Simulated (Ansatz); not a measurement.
**BF (singlet): PBE0, B3LYP over a scan of the distance B1–F2, 6-31G**

Aim: run BF (singlet) with these functionals over a scan of the distance B1–F2, and hold them against the top wave-function level at the same points.

The runs use Ansatz 0.2.0, Gaussian basis; 6-31G, all electrons in the functionals.

The runs, in order: PBE0, B3LYP, at 1.019 Å; 1.117 Å; 1.263 Å; 1.411 Å; 1.532 Å; 1.707 Å; 2.018 Å; 2.335 Å; 2.801 Å; 3.379 Å; 4.284 Å.

32 further runs of the same task are left out: 12 for a known fault of the program, 18 that didn't finish, 2 set aside as unsound or not needed. Runs told in other sessions of the task aren't counted.

## (1) The geometry

The geometry derives from a PBE0/def2-TZVP stationary point (not a proven minimum). One bond is set to the value named and the two fragments are kept rigid.

2 atoms, charge 0, spin multiplicity 1.

Atoms are counted from 1 here; the program's logs count them from 0.

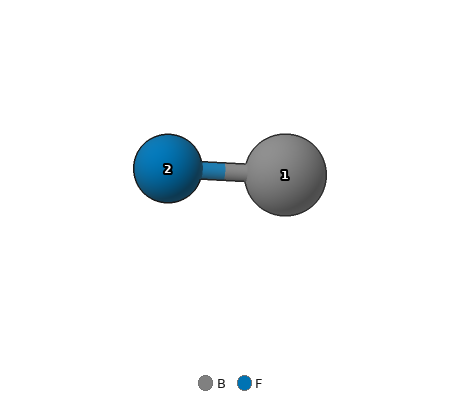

The geometry (boron grey, fluorine blue); atoms are numbered from 1 in the order of the file.

No dispersion term is added. B3LYP takes the VWN-RPA correlation.

The geometry shown and the zero of energy belong to the point 1.263 Å. The yardstick, FCI, and other wave-function levels (R restricted, U unrestricted, valence and pair active spaces) come from earlier runs.

## (2) PBE0, 1.019 Å

File in.yaml:

```yaml
crystal:
  periodic: [false, false, false]
  atoms:
    - {symbol: B, position_ang: [0.000000, 0.000000, 0.000000]}
    - {symbol: F, position_ang: [0.000000, 0.000000, 1.019000]}
basis:
  gaussian: {orbitals: 6-31G}
hamiltonian: {xc: {name: PBE0}}
output: {forces: true, orbitals: {seedname: orbitals}}
```

Command:

```console
$ ansatz run in.yaml --threads 1 --pin off --events-out ev --progress --plain --max-ram 2393MiB
```

Output:

```text
Functional definition: PBE0
  name "PBE0"
  cite "Adamo & Barone, J. Chem. Phys. 110, 6158 (1999) doi:10.1063/1.478522"
  cite "Perdew, Burke & Ernzerhof, Phys. Rev. Lett. 77, 3865 (1996) doi:10.1103/PhysRevLett.77.3865"
  parent pbe
  parameter a = 0.25
  parameter kappa = 0.804
  parameter beta = 0.06672455060314922
  exchange = (1 - a)*pbe_x(kappa = kappa, mu = beta*pi^2/3) + a*exact_x
  correlation = pbe_c(beta = beta)
202 factors; integrals over basis functions are off by at most 9.0e-5 eV
mean field evaluation 1: about -3383.0125 eV, gradient 2.1e1 eV
mean field evaluation 2: about -3382.8208 eV, gradient 2.5e1 eV
mean field evaluation 4: about -3383.6424 eV, gradient 7.8e-2 eV
mean field evaluation 8: about -3383.6425 eV, gradient 9.1e-4 eV
mean field -3383.64252853 eV, -124.3465694082 hartree, gradient 1.0e-5 eV, S^2 0.000000; 0 other end points of the search recorded, 0 dependent functions left out
the calculation of the forces begins
reference -3383.64254113 eV, -124.3465698711 hartree; 7, 7 occupied and 11, 11 virtual orbitals, 202 factors
Total energy: -3383.64254113 eV, -124.3465698711 hartree
Atom 0 at     0.000000     0.000000     0.000000 Å, force    -0.000000    -0.000000   -35.081475 eV/Å
Atom 1 at     0.000000     0.000000     1.019000 Å, force     0.000000     0.000000    35.081475 eV/Å
Dipole moment:     0.000000    -0.000000     0.367692 e Å
```

Wall time 0.27 s (1 thread of Arm Neoverse V1, shared host).

Orbitals, density, ELF and potential are computed afterwards from the orbital file.

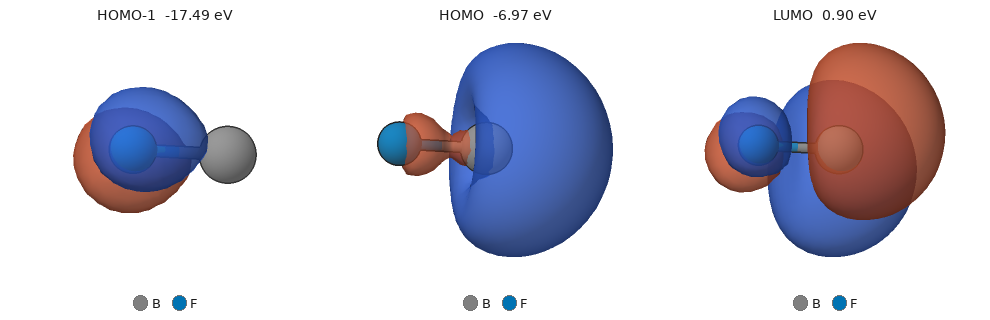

PBE0/6-31G orbitals near the gap, drawn at the value that encloses 70 % of each; the two colours are the two signs.

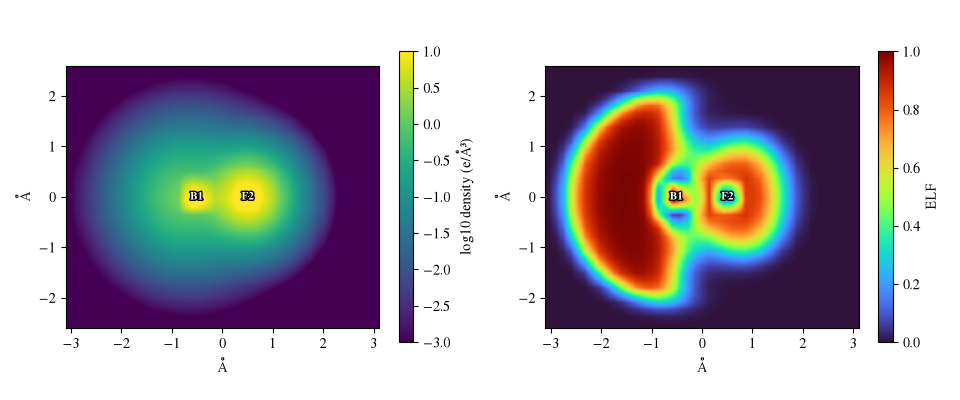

Density (left) and ELF (right) in a plane through or near 2 of the atoms.

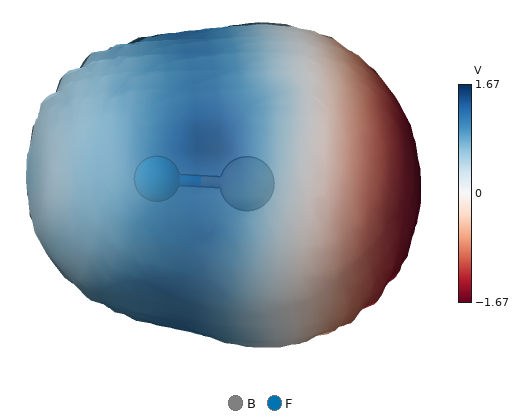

Electrostatic potential on the surface of density 0.002 e/bohr³; red is low, blue high. It runs from -1.67 V near B1 to 1.40 V near F2.

## (3) PBE0, 1.117 Å

in.yaml: that of step 2 with these lines changed.

```diff
@@ -4,3 +4,3 @@
     - {symbol: B, position_ang: [0.000000, 0.000000, 0.000000]}
-    - {symbol: F, position_ang: [0.000000, 0.000000, 1.019000]}
+    - {symbol: F, position_ang: [0.000000, 0.000000, 1.117000]}
 basis:
```

The command is unchanged.

Output (excerpt; [...] marks lines left out):

```text
Functional definition: PBE0
  name "PBE0"
  cite "Adamo & Barone, J. Chem. Phys. 110, 6158 (1999) doi:10.1063/1.478522"
  cite "Perdew, Burke & Ernzerhof, Phys. Rev. Lett. 77, 3865 (1996) doi:10.1103/PhysRevLett.77.3865"
  parent pbe
[...]
201 factors; integrals over basis functions are off by at most 1.0e-4 eV
[...]
mean field -3386.07524396 eV, -124.4359700512 hartree, gradient 1.2e-5 eV, S^2 0.000000; 0 other end points of the search recorded, 0 dependent functions left out
[...]
reference -3386.07525656 eV, -124.4359705142 hartree; 7, 7 occupied and 11, 11 virtual orbitals, 201 factors
Total energy: -3386.07525656 eV, -124.4359705142 hartree
Atom 0 at     0.000000     0.000000     0.000000 Å, force    -0.000000    -0.000000   -16.419867 eV/Å
Atom 1 at     0.000000     0.000000     1.117000 Å, force     0.000000     0.000000    16.419867 eV/Å
Dipole moment:     0.000000     0.000000     0.287455 e Å
```

Wall time 0.27 s (1 thread of Arm Neoverse V1, shared host).

## (4) PBE0, 1.263 Å

File in.yaml:

```yaml
crystal:
  periodic: [false, false, false]
  atoms:
    - {symbol: B, position_ang: [0.000000, 0.000000, 0.000000]}
    - {symbol: F, position_ang: [0.000000, 0.000000, 1.263100]}
basis:
  gaussian: {orbitals: 6-31G}
hamiltonian: {xc: {name: PBE0}}
output: {orbitals: {seedname: orbitals}}
```

Same command.

Output:

```text
Functional definition: PBE0
  name "PBE0"
  cite "Adamo & Barone, J. Chem. Phys. 110, 6158 (1999) doi:10.1063/1.478522"
  cite "Perdew, Burke & Ernzerhof, Phys. Rev. Lett. 77, 3865 (1996) doi:10.1103/PhysRevLett.77.3865"
  parent pbe
  parameter a = 0.25
  parameter kappa = 0.804
  parameter beta = 0.06672455060314922
  exchange = (1 - a)*pbe_x(kappa = kappa, mu = beta*pi^2/3) + a*exact_x
  correlation = pbe_c(beta = beta)
201 factors; integrals over basis functions are off by at most 1.2e-4 eV
mean field evaluation 1: about -3386.7670 eV, gradient 2.0e1 eV
mean field evaluation 2: about -3385.7754 eV, gradient 3.2e1 eV
mean field evaluation 4: about -3387.3458 eV, gradient 2.2e-1 eV
mean field evaluation 8: about -3387.3461 eV, gradient 1.6e-3 eV
mean field -3387.34610127 eV, -124.4826731959 hartree, gradient 7.2e-5 eV, S^2 0.000000; 0 other end points of the search recorded, 0 dependent functions left out
reference -3387.34611349 eV, -124.4826736451 hartree; 7, 7 occupied and 11, 11 virtual orbitals, 201 factors
Total energy: -3387.34611349 eV, -124.4826736451 hartree
```

It took 0.21 s on 1 thread of Arm Neoverse V1, shared host.

## (5) PBE0, 1.411 Å

in.yaml: that of step 4 with these lines changed.

```diff
@@ -4,3 +4,3 @@
     - {symbol: B, position_ang: [0.000000, 0.000000, 0.000000]}
-    - {symbol: F, position_ang: [0.000000, 0.000000, 1.263100]}
+    - {symbol: F, position_ang: [0.000000, 0.000000, 1.411000]}
 basis:
```

The command is unchanged.

Output:

```text
Functional definition: PBE0
  name "PBE0"
  cite "Adamo & Barone, J. Chem. Phys. 110, 6158 (1999) doi:10.1063/1.478522"
  cite "Perdew, Burke & Ernzerhof, Phys. Rev. Lett. 77, 3865 (1996) doi:10.1103/PhysRevLett.77.3865"
  parent pbe
  parameter a = 0.25
  parameter kappa = 0.804
  parameter beta = 0.06672455060314922
  exchange = (1 - a)*pbe_x(kappa = kappa, mu = beta*pi^2/3) + a*exact_x
  correlation = pbe_c(beta = beta)
201 factors; integrals over basis functions are off by at most 1.6e-4 eV
mean field evaluation 1: about -3386.3851 eV, gradient 2.4e1 eV
mean field evaluation 2: about -3383.2425 eV, gradient 5.1e1 eV
mean field evaluation 4: about -3387.3044 eV, gradient 4.1e-1 eV
mean field evaluation 8: about -3387.3036 eV, gradient 4.0e-3 eV
mean field -3387.30361729 eV, -124.4811119385 hartree, gradient 5.0e-5 eV, S^2 0.000000; 0 other end points of the search recorded, 0 dependent functions left out
reference -3387.30362931 eV, -124.4811123803 hartree; 7, 7 occupied and 11, 11 virtual orbitals, 201 factors
Total energy: -3387.30362931 eV, -124.4811123803 hartree
```

Wall time 0.24 s (1 thread of Arm Neoverse V1, shared host).

From 1.263 Å: +0.042 eV.

## (6) PBE0, 1.532 Å

in.yaml: that of step 5 with these lines changed.

```diff
@@ -4,3 +4,3 @@
     - {symbol: B, position_ang: [0.000000, 0.000000, 0.000000]}
-    - {symbol: F, position_ang: [0.000000, 0.000000, 1.411000]}
+    - {symbol: F, position_ang: [0.000000, 0.000000, 1.532000]}
 basis:
```

Launched as before.

Output:

```text
Functional definition: PBE0
  name "PBE0"
  cite "Adamo & Barone, J. Chem. Phys. 110, 6158 (1999) doi:10.1063/1.478522"
  cite "Perdew, Burke & Ernzerhof, Phys. Rev. Lett. 77, 3865 (1996) doi:10.1103/PhysRevLett.77.3865"
  parent pbe
  parameter a = 0.25
  parameter kappa = 0.804
  parameter beta = 0.06672455060314922
  exchange = (1 - a)*pbe_x(kappa = kappa, mu = beta*pi^2/3) + a*exact_x
  correlation = pbe_c(beta = beta)
201 factors; integrals over basis functions are off by at most 1.9e-4 eV
mean field evaluation 1: about -3385.4463 eV, gradient 2.8e1 eV
mean field evaluation 2: about -3376.4119 eV, gradient 7.9e1 eV
mean field evaluation 4: about -3386.8485 eV, gradient 8.6e-1 eV
mean field evaluation 8: about -3386.8498 eV, gradient 5.4e-4 eV
mean field -3386.84984414 eV, -124.4644360828 hartree, gradient 1.2e-5 eV, S^2 0.000000; 0 other end points of the search recorded, 0 dependent functions left out
reference -3386.84985627 eV, -124.4644365287 hartree; 7, 7 occupied and 11, 11 virtual orbitals, 201 factors
Total energy: -3386.84985627 eV, -124.4644365287 hartree
```

Run time: 0.21 s. Hardware: 1 thread of Arm Neoverse V1, shared host.

From 1.263 Å: +0.496 eV.

The fields below are evaluated on a grid from the run's orbitals.

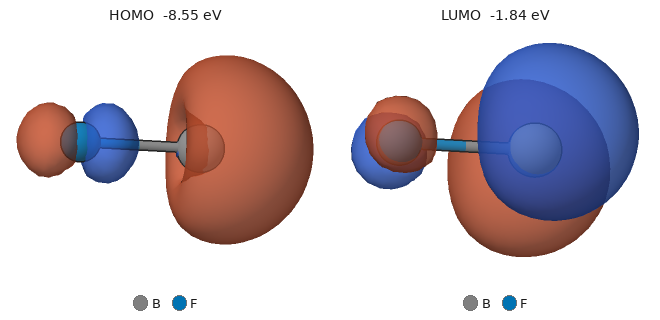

PBE0/6-31G orbitals near the gap, drawn at the value that encloses 70 % of each; the two colours are the two signs.

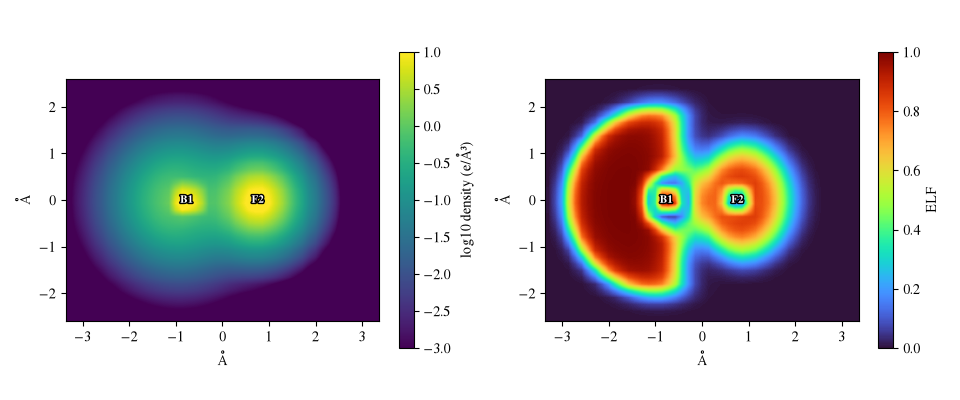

Density (left) and ELF (right) in a plane through or near 2 of the atoms.

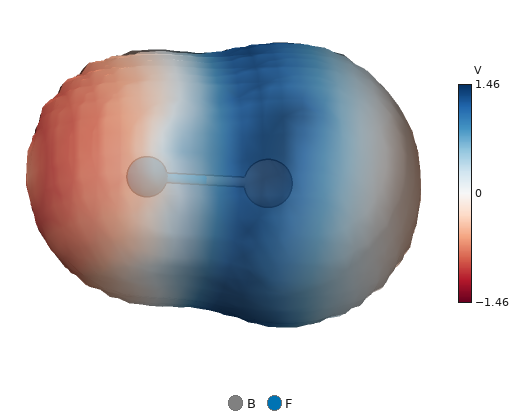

The potential that a unit positive charge feels on the 0.002 e/bohr³ surface, from -0.97 V near F2 to 1.46 V near B1.

## (7) PBE0, 1.707 Å

File in.yaml:

```yaml
crystal:
  periodic: [false, false, false]
  atoms:
    - {symbol: B, position_ang: [0.000000, 0.000000, 0.000000]}
    - {symbol: F, position_ang: [0.000000, 0.000000, 1.707000]}
basis:
  gaussian: {orbitals: 6-31G}
magnetization: {spin_polarized: true, initial_magnetization: 0}
hamiltonian: {xc: {name: PBE0}}
output: {forces: true, orbitals: {seedname: orbitals}}
```

Launched as before.

Output (excerpt; [...] marks lines left out):

```text
Functional definition: PBE0
  name "PBE0"
  cite "Adamo & Barone, J. Chem. Phys. 110, 6158 (1999) doi:10.1063/1.478522"
  cite "Perdew, Burke & Ernzerhof, Phys. Rev. Lett. 77, 3865 (1996) doi:10.1103/PhysRevLett.77.3865"
  parent pbe
[...]
201 factors; integrals over basis functions are off by at most 2.4e-4 eV
[...]
mean field -3385.95717911 eV, -124.4316312480 hartree, gradient 1.1e-5 eV, S^2 0.000000; 1 other end points of the search recorded, 0 dependent functions left out
[...]
reference -3385.95719149 eV, -124.4316317032 hartree; 7, 7 occupied and 11, 11 virtual orbitals, 201 factors
Total energy: -3385.95719149 eV, -124.4316317032 hartree
Atom 0 at     0.000000     0.000000     0.000000 Å, force     0.000000     0.000000     5.387763 eV/Å
Atom 1 at     0.000000     0.000000     1.707000 Å, force    -0.000000    -0.000000    -5.387763 eV/Å
Dipole moment:     0.000000     0.000000    -0.308444 e Å
```

It took 0.51 s on 1 thread of Arm Neoverse V1, shared host.

From the report: ⟨S²⟩ of the determinant 0.000 (pure singlet: 0.00).

From 1.263 Å: +1.389 eV.

## (8) PBE0, 2.018 Å

in.yaml: that of step 7 with these lines changed.

```diff
@@ -4,3 +4,3 @@
     - {symbol: B, position_ang: [0.000000, 0.000000, 0.000000]}
-    - {symbol: F, position_ang: [0.000000, 0.000000, 1.707000]}
+    - {symbol: F, position_ang: [0.000000, 0.000000, 2.018000]}
 basis:
```

Same command.

Output (excerpt; [...] marks lines left out):

```text
Functional definition: PBE0
  name "PBE0"
  cite "Adamo & Barone, J. Chem. Phys. 110, 6158 (1999) doi:10.1063/1.478522"
  cite "Perdew, Burke & Ernzerhof, Phys. Rev. Lett. 77, 3865 (1996) doi:10.1103/PhysRevLett.77.3865"
  parent pbe
[...]
201 factors; integrals over basis functions are off by at most 2.3e-4 eV
[...]
mean field -3384.32407852 eV, -124.3716159084 hartree, gradient 2.4e-5 eV, S^2 0.000000; 1 other end points of the search recorded, 0 dependent functions left out
[...]
reference -3384.32409173 eV, -124.3716163937 hartree; 7, 7 occupied and 11, 11 virtual orbitals, 201 factors
Total energy: -3384.32409173 eV, -124.3716163937 hartree
Atom 0 at     0.000000     0.000000     0.000000 Å, force     0.000000     0.000000     4.924033 eV/Å
Atom 1 at     0.000000     0.000000     2.018000 Å, force    -0.000000    -0.000000    -4.924033 eV/Å
Dipole moment:     0.000000    -0.000000    -0.620346 e Å
```

It took 0.42 s on 1 thread of Arm Neoverse V1, shared host.

From the report: ⟨S²⟩ of the determinant 0.000 (pure singlet: 0.00).

From 1.263 Å: +3.022 eV.

## (9) PBE0, 2.335 Å

File in.yaml:

```yaml
crystal:
  periodic: [false, false, false]
  atoms:
    - {symbol: B, position_ang: [0.000000, 0.000000, 0.000000]}
    - {symbol: F, position_ang: [0.000000, 0.000000, 2.335000]}
basis:
  gaussian: {orbitals: 6-31G}
magnetization: {spin_polarized: true, initial_magnetization: 0}
hamiltonian: {xc: {name: PBE0}}
output: {orbitals: {seedname: orbitals}}
```

The command is unchanged.

Output:

```text
Functional definition: PBE0
  name "PBE0"
  cite "Adamo & Barone, J. Chem. Phys. 110, 6158 (1999) doi:10.1063/1.478522"
  cite "Perdew, Burke & Ernzerhof, Phys. Rev. Lett. 77, 3865 (1996) doi:10.1103/PhysRevLett.77.3865"
  parent pbe
  parameter a = 0.25
  parameter kappa = 0.804
  parameter beta = 0.06672455060314922
  exchange = (1 - a)*pbe_x(kappa = kappa, mu = beta*pi^2/3) + a*exact_x
  correlation = pbe_c(beta = beta)
201 factors; integrals over basis functions are off by at most 2.6e-4 eV
mean field evaluation 1: about -3377.4665 eV, gradient 3.3e1 eV
mean field evaluation 2: about -3059.0519 eV, gradient 1.5e2 eV
mean field evaluation 4: about -3382.9083 eV, gradient 1.6e0 eV
mean field evaluation 8: about -3382.9172 eV, gradient 6.6e-1 eV
mean field evaluation 16: about -3382.9179 eV, gradient 3.8e-5 eV
mean field -3382.91786917 eV, -124.3199386677 hartree, gradient 1.1e-6 eV, S^2 0.000000; 2 other end points of the search recorded, 0 dependent functions left out
reference -3382.91788172 eV, -124.3199391291 hartree; 7, 7 occupied and 11, 11 virtual orbitals, 201 factors
Total energy: -3382.91788172 eV, -124.3199391291 hartree
```

It took 0.54 s on 1 thread of Arm Neoverse V1, shared host.

From the report: ⟨S²⟩ of the determinant 0.000 (pure singlet: 0.00).

From 1.263 Å: +4.428 eV.

## (10) PBE0, 2.801 Å

File in.yaml:

```yaml
crystal:
  periodic: [false, false, false]
  atoms:
    - {symbol: B, position_ang: [0.000000, 0.000000, 0.000000]}
    - {symbol: F, position_ang: [0.000000, 0.000000, 2.801000]}
basis:
  gaussian: {orbitals: 6-31G}
magnetization: {spin_polarized: true, initial_magnetization: 0}
hamiltonian: {xc: {name: PBE0}}
output: {forces: true, orbitals: {seedname: orbitals}}
```

Launched as before.

Output (excerpt; [...] marks lines left out):

```text
Functional definition: PBE0
  name "PBE0"
  cite "Adamo & Barone, J. Chem. Phys. 110, 6158 (1999) doi:10.1063/1.478522"
  cite "Perdew, Burke & Ernzerhof, Phys. Rev. Lett. 77, 3865 (1996) doi:10.1103/PhysRevLett.77.3865"
  parent pbe
[...]
201 factors; integrals over basis functions are off by at most 2.9e-4 eV
[...]
mean field -3381.66748991 eV, -124.2739880775 hartree, gradient 1.9e-5 eV, S^2 0.485546; 4 other end points of the search recorded, 0 dependent functions left out
[...]
reference -3381.66750180 eV, -124.2739885147 hartree; 7, 7 occupied and 11, 11 virtual orbitals, 201 factors
Total energy: -3381.66750180 eV, -124.2739885147 hartree
Atom 0 at     0.000000     0.000000     0.000000 Å, force     0.000000    -0.000000     1.616524 eV/Å
Atom 1 at     0.000000     0.000000     2.801000 Å, force    -0.000000     0.000000    -1.616524 eV/Å
Dipole moment:     0.000000     0.000000    -0.898018 e Å
```

It took 1 s on 1 thread of Arm Neoverse V1, shared host.

From the report: ⟨S²⟩ of the determinant 0.486 (pure singlet: 0.00).

From 1.263 Å: +5.679 eV.

## (11) PBE0, 3.379 Å

File in.yaml:

```yaml
crystal:
  periodic: [false, false, false]
  atoms:
    - {symbol: B, position_ang: [0.000000, 0.000000, 0.000000]}
    - {symbol: F, position_ang: [0.000000, 0.000000, 3.379000]}
basis:
  gaussian: {orbitals: 6-31G}
magnetization: {spin_polarized: true, initial_magnetization: 0}
hamiltonian: {xc: {name: PBE0}}
output: {orbitals: {seedname: orbitals}}
```

Launched as before.

Output (excerpt; [...] marks lines left out):

```text
Functional definition: PBE0
  name "PBE0"
  cite "Adamo & Barone, J. Chem. Phys. 110, 6158 (1999) doi:10.1063/1.478522"
  cite "Perdew, Burke & Ernzerhof, Phys. Rev. Lett. 77, 3865 (1996) doi:10.1103/PhysRevLett.77.3865"
  parent pbe
[...]
201 factors; integrals over basis functions are off by at most 5.0e-4 eV
[...]
mean field -3381.04916961 eV, -124.2512652256 hartree, gradient 3.5e-6 eV, S^2 0.708020; 6 other end points of the search recorded, 0 dependent functions left out
reference -3381.04918209 eV, -124.2512656845 hartree; 7, 7 occupied and 11, 11 virtual orbitals, 201 factors
Total energy: -3381.04918209 eV, -124.2512656845 hartree
```

It took 1.3 s on 1 thread of Arm Neoverse V1, shared host.

From the report: ⟨S²⟩ of the determinant 0.708 (pure singlet: 0.00). The determinant of PBE0 (⟨S²⟩ 0.71) is far from a pure spin state, so its energy mixes those of several spin states; that is harmless only where they are near-degenerate.

From 1.263 Å: +6.297 eV.

## (12) PBE0, 4.284 Å

File in.yaml:

```yaml
crystal:
  periodic: [false, false, false]
  atoms:
    - {symbol: B, position_ang: [0.000000, 0.000000, 0.000000]}
    - {symbol: F, position_ang: [0.000000, 0.000000, 4.284000]}
basis:
  gaussian: {orbitals: 6-31G}
magnetization: {spin_polarized: true, initial_magnetization: 0}
hamiltonian: {xc: {name: PBE0}}
output: {forces: true, orbitals: {seedname: orbitals}}
```

The command is unchanged.

Output (excerpt; [...] marks lines left out):

```text
Functional definition: PBE0
  name "PBE0"
  cite "Adamo & Barone, J. Chem. Phys. 110, 6158 (1999) doi:10.1063/1.478522"
  cite "Perdew, Burke & Ernzerhof, Phys. Rev. Lett. 77, 3865 (1996) doi:10.1103/PhysRevLett.77.3865"
  parent pbe
[...]
201 factors; integrals over basis functions are off by at most 1.4e-4 eV
[...]
mean field -3380.69699108 eV, -124.2383229035 hartree, gradient 5.9e-6 eV, S^2 0.823002; 4 other end points of the search recorded, 0 dependent functions left out
[...]
reference -3380.69700445 eV, -124.2383233948 hartree; 7, 7 occupied and 11, 11 virtual orbitals, 201 factors
Total energy: -3380.69700445 eV, -124.2383233948 hartree
Atom 0 at     0.000000     0.000000     0.000000 Å, force    -0.000000    -0.000000     0.187381 eV/Å
Atom 1 at     0.000000     0.000000     4.284000 Å, force     0.000000     0.000000    -0.187381 eV/Å
Dipole moment:    -0.000000     0.000000    -0.722385 e Å
```

Wall time 1.1 s (1 thread of Arm Neoverse V1, shared host).

From the report: ⟨S²⟩ of the determinant 0.823 (pure singlet: 0.00). The determinant of PBE0 (⟨S²⟩ 0.82) is far from a pure spin state, so its energy mixes those of several spin states; that is harmless only where they are near-degenerate.

From 1.263 Å: +6.649 eV.

## (13) B3LYP, 1.019 Å

File in.yaml:

```yaml
crystal:
  periodic: [false, false, false]
  atoms:
    - {symbol: B, position_ang: [0.000000, 0.000000, 0.000000]}
    - {symbol: F, position_ang: [0.000000, 0.000000, 1.019000]}
basis:
  gaussian: {orbitals: 6-31G}
hamiltonian: {xc: {name: B3LYP}}
```

Same command.

Output (excerpt; [...] marks lines left out):

```text
Functional definition: B3LYP
  name "B3LYP"
  cite "Stephens, Devlin, Chabalowski & Frisch, J. Phys. Chem. 98, 11623 (1994) doi:10.1021/j100096a001"
  cite "Becke, Phys. Rev. A 38, 3098 (1988) doi:10.1103/PhysRevA.38.3098"
  cite "Lee, Yang & Parr, Phys. Rev. B 37, 785 (1988) doi:10.1103/PhysRevB.37.785"
  cite "Vosko, Wilk & Nusair, Can. J. Phys. 58, 1200 (1980) doi:10.1139/p80-159"
[...]
202 factors; integrals over basis functions are off by at most 9.0e-5 eV
[...]
mean field -3387.42617659 eV, -124.4856159098 hartree, gradient 9.1e-6 eV, S^2 0.000000; 0 other end points of the search recorded, 0 dependent functions left out
reference -3387.42630951 eV, -124.4856207945 hartree; 7, 7 occupied and 11, 11 virtual orbitals, 202 factors
Total energy: -3387.42630951 eV, -124.4856207945 hartree
```

Run time: 0.25 s. Hardware: 1 thread of Arm Neoverse V1, shared host.

## (14) B3LYP, 1.117 Å

File in.yaml:

```yaml
crystal:
  periodic: [false, false, false]
  atoms:
    - {symbol: B, position_ang: [0.000000, 0.000000, 0.000000]}
    - {symbol: F, position_ang: [0.000000, 0.000000, 1.117000]}
basis:
  gaussian: {orbitals: 6-31G}
hamiltonian: {xc: {name: B3LYP}}
```

The command is unchanged.

Output (excerpt; [...] marks lines left out):

```text
Functional definition: B3LYP
  name "B3LYP"
  cite "Stephens, Devlin, Chabalowski & Frisch, J. Phys. Chem. 98, 11623 (1994) doi:10.1021/j100096a001"
  cite "Becke, Phys. Rev. A 38, 3098 (1988) doi:10.1103/PhysRevA.38.3098"
  cite "Lee, Yang & Parr, Phys. Rev. B 37, 785 (1988) doi:10.1103/PhysRevB.37.785"
  cite "Vosko, Wilk & Nusair, Can. J. Phys. 58, 1200 (1980) doi:10.1139/p80-159"
[...]
201 factors; integrals over basis functions are off by at most 1.0e-4 eV
[...]
mean field -3389.85186021 eV, -124.5747581387 hartree, gradient 1.8e-5 eV, S^2 0.000000; 0 other end points of the search recorded, 0 dependent functions left out
reference -3389.85199434 eV, -124.5747630676 hartree; 7, 7 occupied and 11, 11 virtual orbitals, 201 factors
Total energy: -3389.85199434 eV, -124.5747630676 hartree
```

Run time: 0.24 s. Hardware: 1 thread of Arm Neoverse V1, shared host.

(Part 1 of 2 ends here.)
